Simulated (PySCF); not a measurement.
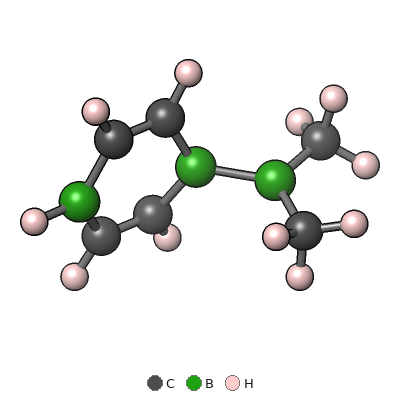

The molecule: C₆H₁₁B₃, SMILES CB(C)B1C=CBC=C1.

Simulated rotational absorption lines between 6 and 18 GHz at 2 K: rigid rotor with the equilibrium constants and dipole of one optimised conformer (PBE0-D3(BJ)/def2-SVP, PySCF 2.14.0), commonest isotopes; no centrifugal distortion, hyperfine structure, internal rotation or nuclear-spin weights; lines within 1 MHz of each other are summed.

What are the rotational constants, and what kind of rotor is it?

Rotational constants A, B, C = 2.703, 1.021, 0.9479 GHz; Ray's κ = −0.92, a near-prolate asymmetric top.

Which dipole components drive the lines?

|μa|, |μb|, |μc| = 1.84, 0.03, 0.32 D; a-type lines carry 99 % of the intensity in this range.

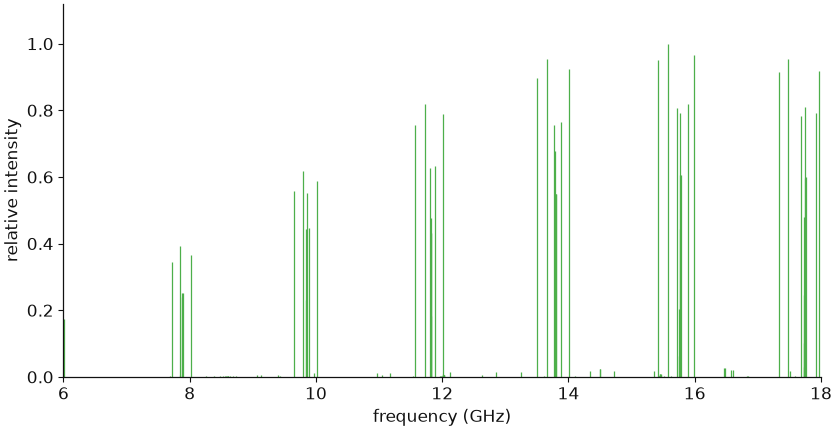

Known limits of this run: coarse grid, loose stop and no frequency check, small forces are noise and the end may be a saddle.
